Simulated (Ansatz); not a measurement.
# C₂H₇FGaN: what the fields show

Input

```
crystal:
  periodic: [false, false, false]
  atoms:
    - { symbol: C, position_ang: [-0.9443, -0.2268, 1.0643] }
    - { symbol: C, position_ang: [0.4861, 0.1309, 0.9716] }
    - { symbol: F, position_ang: [1.1963, -1.0107, 1.1867] }
    - { symbol: Ga, position_ang: [1.0287, 0.8045, -0.8125] }
    - { symbol: "N", position_ang: [0.3607, -0.1862, -2.3185] }
    - { symbol: H, position_ang: [-1.2479, -0.5387, 2.0657] }
    - { symbol: H, position_ang: [-1.2251, -0.954, 0.3046] }
    - { symbol: H, position_ang: [-1.5403, 0.7537, 0.8349] }
    - { symbol: H, position_ang: [0.76, 0.9194, 1.7704] }
    - { symbol: H, position_ang: [0.98819, 0.32063, -2.97499] }
    - { symbol: H, position_ang: [-0.6698, 0.0436, -2.2138] }
    - { symbol: H, position_ang: [0.4936, -1.1517, -1.9439] }
basis:
  gaussian: { orbitals: def2-SVP }
hamiltonian:
  xc: pbe
relax:
  f_tol: 0.02
  max_steps: 50
output:
  orbitals: {}
```

Launched as:

```sh
ansatz run input.yaml --threads 2 --pin off --max-ram 3072MiB --backend cpu --events-out ev --progress --plain --runs-dir out
```

The fields are those of the run's last geometry, not of the input's.

Theory: RKS PBE/def2-SVP (Ansatz 0.2.0).

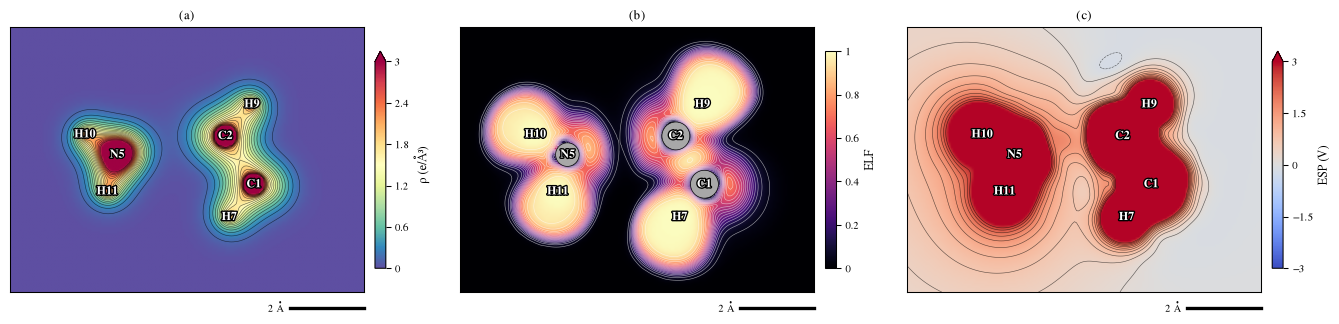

Figure 1. (a) electron density; (b) electron localisation function; (c) electrostatic potential on the plane of atoms H10, N5 and H11. Grey discs cover the atomic cores in the ELF map.

> What does the map show?

- Atoms in the plane: C, N and H.
- C–C (1.52 Å): ρ is about 1.7 e/Å³ halfway; the ELF peaks at about 0.95 between the atoms: a covalent bond.
- N–H (1.03 Å): the density is about 2.7 e/Å³ at the midpoint; the ELF climbs to about 1 towards the hydrogen, as it does in any bond to H (a covalent bond by its length).
- C–H (1.11 Å): ρ at the midpoint is about 1.8 e/Å³; the ELF climbs to about 1 towards the hydrogen; an ordinary covalent bond to hydrogen.
- The potential has no marked negative region in this plane.

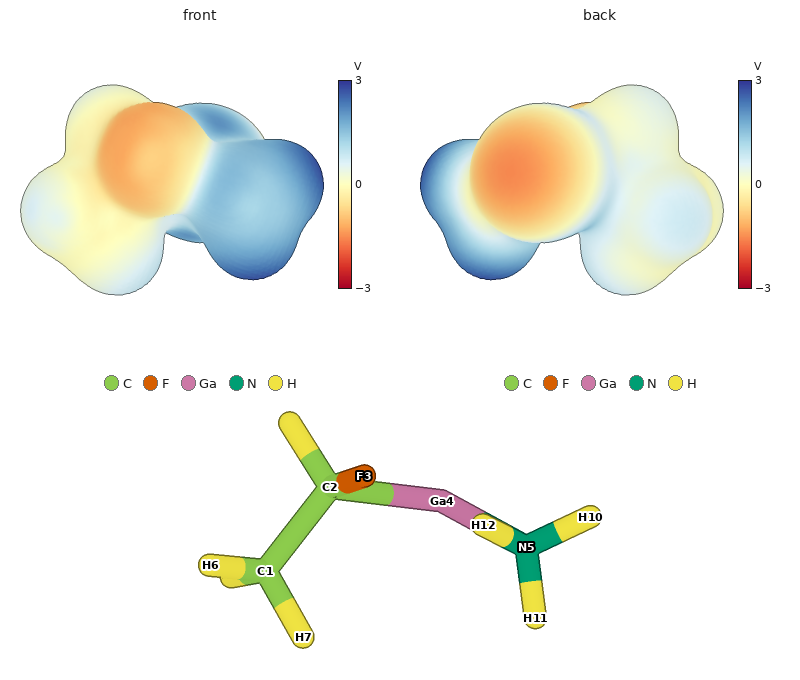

Figure 2. The molecular electrostatic potential painted on the density surface at 0.004 e/bohr³, seen from the front and from behind; the colour scale runs from red (negative) to blue (positive). The bare structure is drawn below in the same view.

> Which sites attract a positive test charge, and which a negative one?

A positive charge is drawn to the negative regions and a negative charge to the positive ones. The most negative region (about −1.5 V, or −35 kcal/mol for a unit charge) lies over N5, the most positive (about +2.7 V, or +62 kcal/mol for a unit charge) over H10 and H11. N5 is the likeliest acceptor of a hydrogen bond.

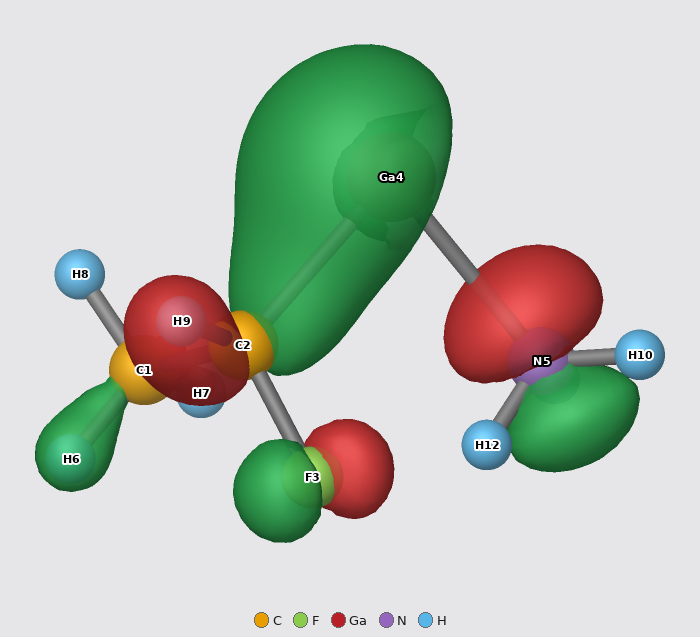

Figure 3. The HOMO−1 at ±0.15 Å⁻³ᐟ² (green and red are the two phases), seen from one side.

> Where does this orbital lie, and at what energy?

Its weight (Hirshfeld) is mainly on Ga4 (about 35 %), N5 (about 25 %), C2 (about 15 %) and F3 (about 10 %). Its energy is −6.28 eV.
